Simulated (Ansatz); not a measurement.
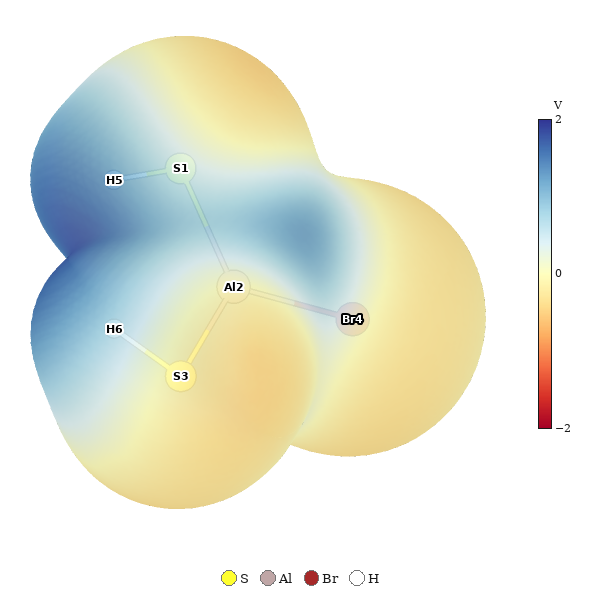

AlBrH$_{2}$S$_{2}$. The electrostatic potential painted on the density surface at 0.001 e/bohr³, seen at a tilt; the colour scale runs from red (negative) to blue (positive).

Computed with UKS LDA/def2-SVP in Ansatz 0.2.0.

| atom | x (Å) | y (Å) | z (Å) |
| --- | --- | --- | --- |
| S | -0.4398 | 1.3182 | -1.3650 |
| Al | 0.0316 | -0.5796 | -0.4245 |
| S | 0.4352 | -0.8798 | 1.6862 |
| Br | 0.1065 | -2.3808 | -1.7427 |
| H | -0.3606 | 2.0161 | -0.1923 |
| H | 0.2692 | 0.4417 | 1.9923 |

**Where is the surface potential most negative and most positive?**

The most negative region (about −0.5 V) lies over S1 and S3, the most positive (about +1.8 V) over H5 and H6.
